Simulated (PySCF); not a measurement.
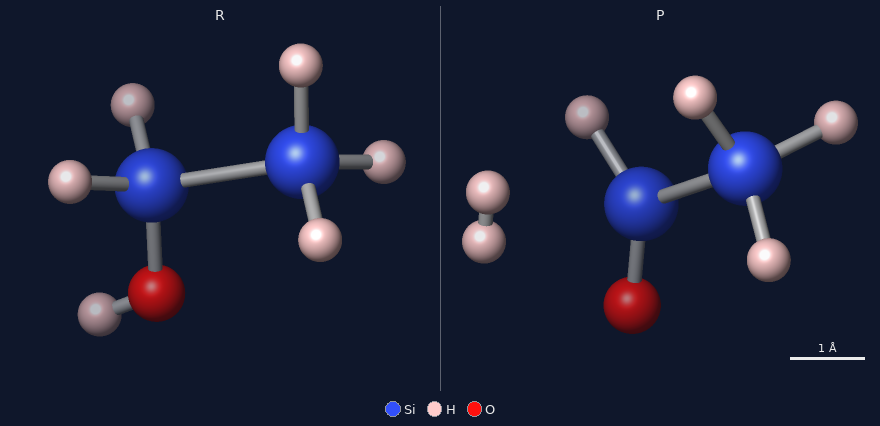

Reactant (R) and product (P) of one elementary step of Si2H6O. The picture is a ball-and-stick view, seen at a tilt.

Stationary points at PBE0-D4/def2-TZVP, single-point energies with CCSD(T)/CBS (def2-TZVPP where no basis is named; PySCF 2.14.0). The energies are electronic, without zero-point or thermal terms, and both ends are the minima reached downhill from the saddle, with any fragments still in contact. CCSD(T)/CBS stands for a frozen-core estimate: MP2 correlation extrapolated from def2-TZVPP and def2-QZVPP, CCSD(T) minus MP2 from the smaller set.

What is the transition state like, and how high is the barrier?

Counted by bonded pieces, R holds Si₂H₆O and P holds H₂ + Si₂H₄O. From R over the saddle to P, a bond forms: H–H (2.90 → 0.94 → 0.75 Å). Bonds break: H–Si (1.49 → 1.77 → 2.89 Å), H–O (0.96 → 1.51 → 3.16 Å). The saddle has one imaginary mode, 1365i cm⁻¹. With CCSD(T)/CBS the barrier is 68.4 kcal/mol from R and 22.0 kcal/mol from P, and P lies 46.4 kcal/mol above R.

The saddle point in the same view, with dashed sticks for the bonds that form or break:

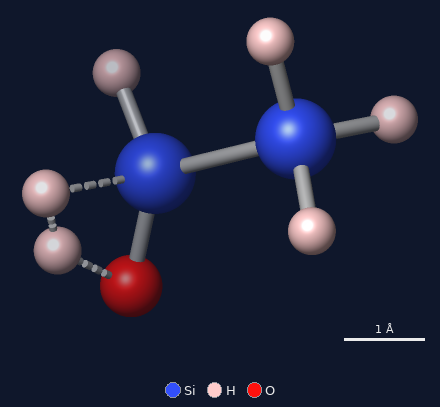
